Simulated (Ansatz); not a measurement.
**Cd$_{2}$Ag$_{3}$Se$_{2}$: geometry relaxation (part 3 of 3)**

The same run, continued: Cd$_{2}$Ag$_{3}$Se$_{2}$ (interface cell, 42 atoms in the cell); DFT PBE, scalar-relativistic, plane waves, PAW (Ansatz 0.2.0); cutoff 420 eV, 5×4×2 k-mesh, Gaussian smearing of 0.1 eV. The structure derives from a Materials Project entry. The run did not end well. It belongs to a series of runs on one base structure; here: film shifted by (0, 0) in the plane.

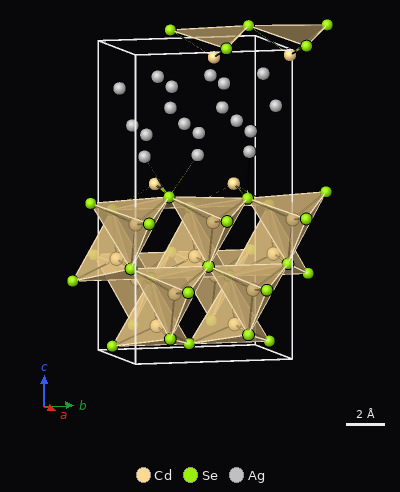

The geometry at step 7 of the log (polyhedral view of the cell of the calculation, seen slightly off an axis; polyhedra are completed across the faces of the cell).

Trajectory as extended XYZ, continued:
```
42
Lattice="7.1541 0.0000 0.0000 0.0000 8.7686 0.0000 0.0000 0.0000 16.6903" Properties=species:S:1:pos:R:3:forces:R:3 step=7 energy=-301322.14311 pressure_GPa=-0.35
Cd    6.9329    4.4515   -0.2910   -0.0173  -0.0440  -0.0016
Cd    6.9341    8.7001   -0.2914   -0.0154   0.0438   0.0008
Se    2.5795    4.3384    0.4754   -0.0707  -0.0118  -0.0736
Se    2.5782    8.8110    0.4791   -0.0707   0.0108  -0.0740
Cd    3.6260    6.5747    1.5708   -0.0515  -0.0001   0.0145
Cd    3.7149   10.9592    1.6332   -0.0494  -0.0003   0.0678
Se    6.2762    6.5758    1.2836   -0.0130   0.0001  -0.0615
Se    6.3211   10.9602    1.1901   -0.0151  -0.0004  -0.1143
Cd    7.1260    6.5763    3.8101    0.0087   0.0000   0.0863
Cd    7.1230   10.9607    3.7285    0.0227   0.0000   0.0662
Se    2.6446    6.5759    4.0679   -0.0038  -0.0002  -0.0532
Se    2.6388   10.9608    4.0737   -0.0088  -0.0001  -0.0561
Cd    3.5312    8.7700    5.2983    0.0000  -0.0067   0.1168
Cd    3.5314   13.1511    5.2990    0.0000   0.0066   0.1169
Se    6.2072    8.7933    5.0372   -0.0134   0.0016  -0.0725
Se    6.2072   13.1281    5.0373   -0.0134  -0.0015  -0.0724
Cd    7.0862    8.7998    7.5328    0.1149  -0.0195   0.0750
Cd    7.0868   13.1234    7.5326    0.1151   0.0199   0.0747
Se    2.5971    8.7874    7.8434   -0.0697  -0.0051  -0.0404
Se    2.5973   13.1345    7.8440   -0.0698   0.0052  -0.0403
Cd    3.3841   10.9607    9.2517   -0.1092  -0.0004   0.3434
Cd    3.4363   15.3455    9.1387   -0.1567   0.0002   0.3619
Se    6.0800   10.9620    8.8429   -0.0501   0.0005   0.0412
Se    6.0859   15.3457    8.6299   -0.0591   0.0002  -0.0084
Ag    6.4137   15.3502   11.1825    0.0605  -0.0005  -0.1173
Ag    6.4458   12.4510   11.0966    0.0484  -0.0209  -0.1236
Ag    6.4455    9.4805   11.0977    0.0487   0.0207  -0.1229
Ag    8.8364   16.7993   11.7283    0.0616  -0.0751  -0.1246
Ag    8.8364   13.9029   11.7283    0.0619   0.0753  -0.1248
Ag    8.8559   10.9665   11.7247    0.0105  -0.0008  -0.0815
Ag   11.1530   18.2835   12.5201    0.0452   0.0252  -0.0232
Ag   11.1277   15.3514   12.5910    0.0160  -0.0008  -0.0625
Ag   11.1534   12.4197   12.5189    0.0454  -0.0255  -0.0230
Ag   13.4725   19.7349   13.6738    0.0421   0.0005   0.0486
Ag   13.5064   16.8447   13.6097   -0.0095  -0.0042  -0.0603
Ag   13.5062   13.8557   13.6102   -0.0089   0.0055  -0.0597
Ag   15.8694   21.1942   14.2578    0.0148   0.0227  -0.0110
Ag   15.8695   18.2760   14.2592    0.0143  -0.0221  -0.0109
Ag   15.8449   15.3510   14.3371    0.0236   0.0003   0.0080
Ag   18.3010   22.6449   15.0887    0.0326   0.0031   0.0351
Ag   18.1919   19.7367   15.0934    0.0558   0.0005   0.1220
Ag   18.3018   16.8282   15.0889    0.0318  -0.0029   0.0346
```

What the run reported:

- outcome: stopped at the time limit
- wall time: 53 min (CPU time 6.9 h)
- peak memory: 13 GiB

What went wrong:

The run was cut off by its time limit, so the output is incomplete.
